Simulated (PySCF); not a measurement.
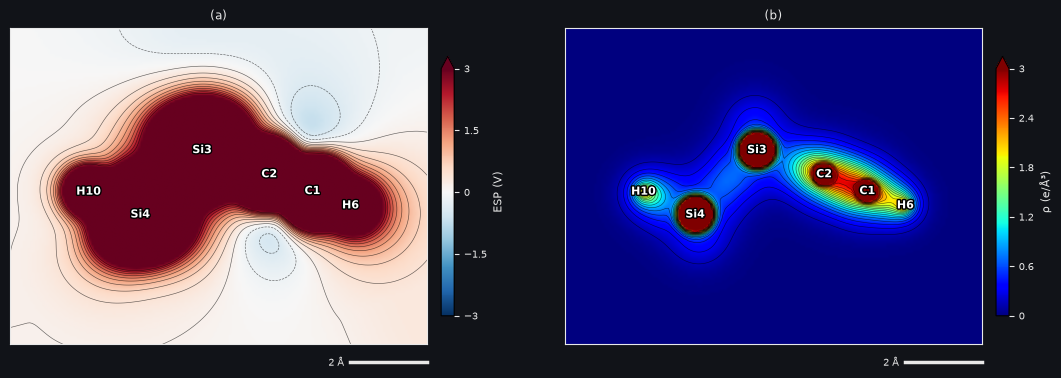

*C2H5BrSi2. (a) electrostatic potential; (b) total electron density on the plane of atoms Si3, Si4 and H10.*

Geometry: GFN2-xTB.

All numbers below come from wB97X-D/def2-SVPD, SCF density, gas phase in PySCF.

```yaml
atoms:
  - { symbol: C, position_ang: [-2.4018, -1.2475, 0.6402] }
  - { symbol: C, position_ang: [-1.5637, -0.4132, 0.4214] }
  - { symbol: Si, position_ang: [-0.2575, 0.8346, 0.0278] }
  - { symbol: Si, position_ang: [1.8560, -0.0743, -0.2187] }
  - { symbol: Br, position_ang: [-0.9654, 1.7330, -1.9218] }
  - { symbol: H, position_ang: [-3.1410, -1.9696, 0.8388] }
  - { symbol: H, position_ang: [-0.4559, 1.9475, 0.9584] }
  - { symbol: H, position_ang: [1.8903, -1.0495, -1.3075] }
  - { symbol: H, position_ang: [2.2154, -0.7366, 1.0357] }
  - { symbol: H, position_ang: [2.8324, 0.9802, -0.4967] }
```

What does the map show?

Answer. Atoms in the plane: C, Si and H. C–C (1.20 Å): ρ at the midpoint is about 2.7 e/Å³. C–Si (1.85 Å): ρ at the midpoint is about 0.94 e/Å³. Si–Si (2.31 Å): the density is about 0.68 e/Å³ at the midpoint. C–H (1.05 Å): ρ is about 2.1 e/Å³ halfway. Si–H (1.46 Å): ρ is about 0.79 e/Å³ halfway. Outside the dense part of the molecule the potential is most negative (−0.7 V) near C2.
